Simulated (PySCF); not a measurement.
H$_{4}$P···C$_{2}$H$_{4}$ (charge +1)

Input

```
{"job": {"kind": "inter", "xc": "wB97M-D3(BJ)", "basis": "def2-TZVPD", "pairs": false}, "charge": 1, "multiplicity": 1, "parts": [{"atoms": "0-4", "charge": 1, "multiplicity": 1}, {"atoms": "5-10", "charge": 0, "multiplicity": 1}]}
P     -0.024896    -0.164561    -0.054423
H      1.177945    -0.151205     0.757611
H     -0.932044    -1.137952     0.411012
H     -0.678516     1.083802    -0.020306
H      0.270667    -0.459341    -1.400930
C      3.300935    -0.035618     1.445650
C      2.580682    -0.264289     2.550431
H      3.531152     0.980306     1.112814
H      3.737955    -0.856192     0.870025
H      2.192157     0.555938     3.160251
H      2.401055    -1.279445     2.914612
```

Launched as:

```sh
OMP_NUM_THREADS=1 python cluster_run.py task.json out
```

Geometry: PBE0-D3(BJ)/def2-SVPD.

Computed with wB97M-D3(BJ)/def2-TZVPD, SCF density, gas phase (PySCF).

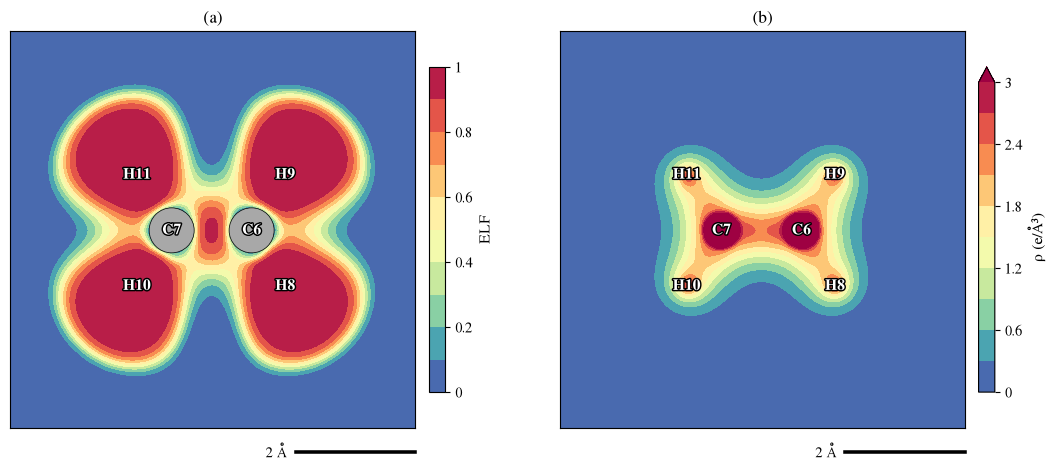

Figure 1. (a) electron localisation function; (b) electron density on the plane of atoms C7, C6 and H8. Grey discs cover the atomic cores in the ELF map.

**What does the map show?**

The section cuts through C and H sites. C–C (1.34 Å): ρ at the midpoint is about 2.4 e/Å³; the ELF peaks at about 0.95 between the atoms (a multiple bond). C–H (1.09 Å): ρ at the midpoint is about 2 e/Å³; the ELF climbs to about 1 towards the hydrogen, as it does in any bond to H; an ordinary covalent bond to hydrogen.

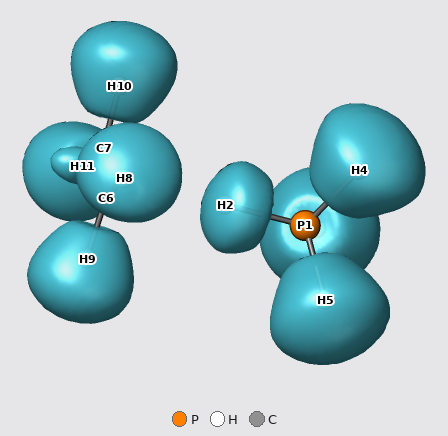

Figure 2. Isosurface of the ELF at 0.85 (cyan), seen at an oblique angle. Core shells and regions of very low density are left out.

**What do the ELF domains correspond to?**

The ELF exceeds this value in one region between bonded C–C atoms (shared pairs) and eight regions around hydrogen nuclei. Along the contacts the grid gives the following. C6···H2 (2.23 Å): the ELF dips to about 0.20 between them.

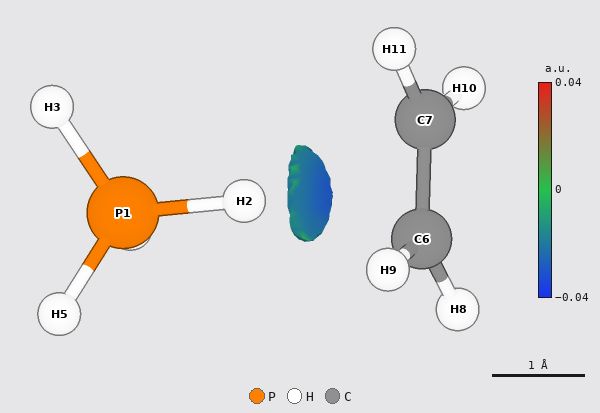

Figure 3. Non-covalent interaction (NCI) plot: the surface where the reduced density gradient is 0.5, for densities under 0.05 a.u., coloured by sign(λ₂)ρ; seen at a tilt.

**Identify the weak interactions.**

H2···C6 (2.2 Å): an attractive contact (blue).
